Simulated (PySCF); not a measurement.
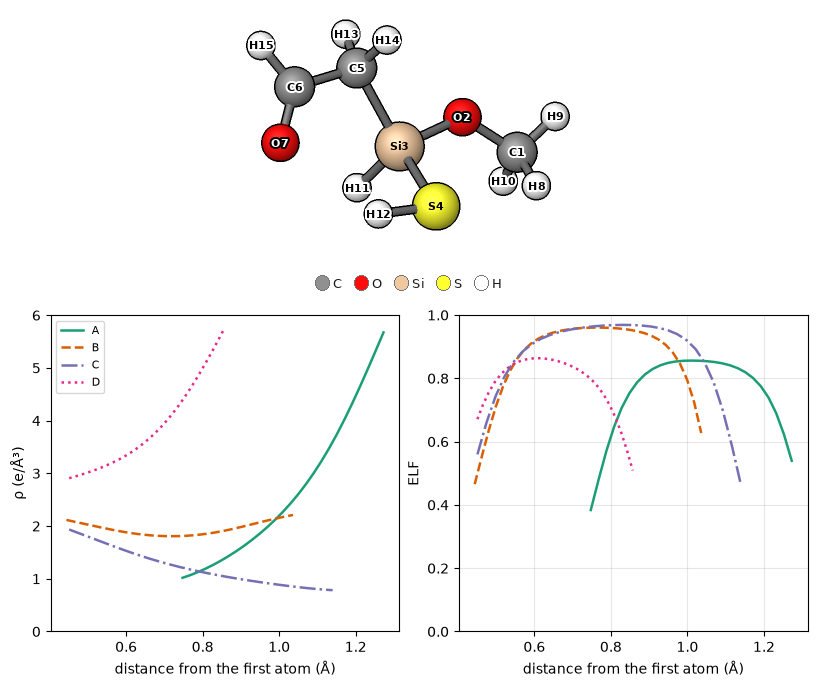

Figure. C$_{3}$H$_{8}$O$_{2}$SSi. Electron density and electron localisation function along straight lines between neighbouring atoms. The curves leave out the atomic cores. The structure is drawn too.

Geometry: GFN2-xTB.

Level of theory: PySCF 2.14.0, PBE0/pcSseg-1, SCF density, gas phase, non-relativistic.

```csv
atom,x (Å),y (Å),z (Å)
C,2.7086,-0.0865,-0.3147
O,1.4744,0.4500,0.0663
Si,0.0049,-0.1409,-0.2551
S,-0.0129,-2.2219,0.2779
C,-1.1041,0.9277,0.8571
C,-2.5161,0.5650,0.6013
O,-2.8514,-0.3814,-0.0612
H,2.7402,-1.1587,-0.1147
H,3.4849,0.4164,0.2608
H,2.8789,0.0791,-1.3798
H,-0.3533,-0.0341,-1.6663
H,-1.3161,-2.3845,0.1444
H,-0.9637,1.9945,0.6901
H,-0.9029,0.7628,1.9179
H,-3.2760,1.2207,1.0688
```

**Which curve belongs to which contact (C–C, C–O, C–Si and Si–O)? The first atom named is at distance zero.**

Curve A: Si–O (1.62 Å): the density is about 1.2 e/Å³ at the midpoint; the ELF peaks at about 0.85 between the atoms, as expected for a polar covalent bond. Curve B: C–C (1.48 Å): ρ at the midpoint is about 1.8 e/Å³; the ELF peaks at about 0.95 between the atoms (a shared electron pair). Curve C: C–Si (1.90 Å): ρ is about 0.94 e/Å³ halfway; the ELF peaks at about 0.95 between the atoms: a covalent bond. Curve D: C–O (1.20 Å): ρ is about 3.3 e/Å³ halfway; the ELF peaks at about 0.85 between the atoms; a short, multiple covalent bond.
